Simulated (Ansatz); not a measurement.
All values below come from PBE (plane waves to 420 eV, PAW; Ansatz, a program for electronic structure).

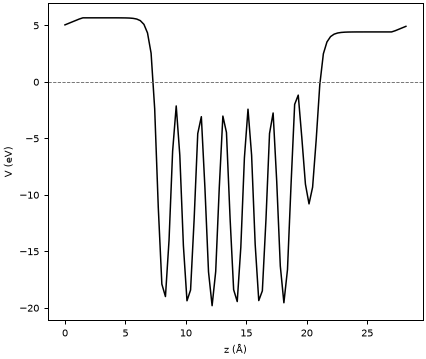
*Plane-averaged electrostatic potential energy along the normal, in eV from the Fermi level, for a constructed model of the (100) surface of fcc Pt, a pseudomorphic layer of Ag in the host's stacking (bottom of the slab: a bare face, its two planes held)*

Slab: 7 atoms, 12.1 Å thick at the start; k 13x13x1, smearing 0.1 eV, dipole-corrected; 2 atoms held, the rest relaxed; held to the start's symmetry, so lower structures may exist; no spin, no spin-orbit, no U. It is one candidate, not shown to be the stable structure of the face.

Q: The surface cell has an area of 7.88 Å². What dipole along the normal does the step between the two vacuum levels imply?

A: the top vacuum level lies 1.25 eV below the bottom one; p = −ε₀ A ΔV (ε₀ = 0.005526 e/(V·Å)) gives 0.05 e·Å a cell.
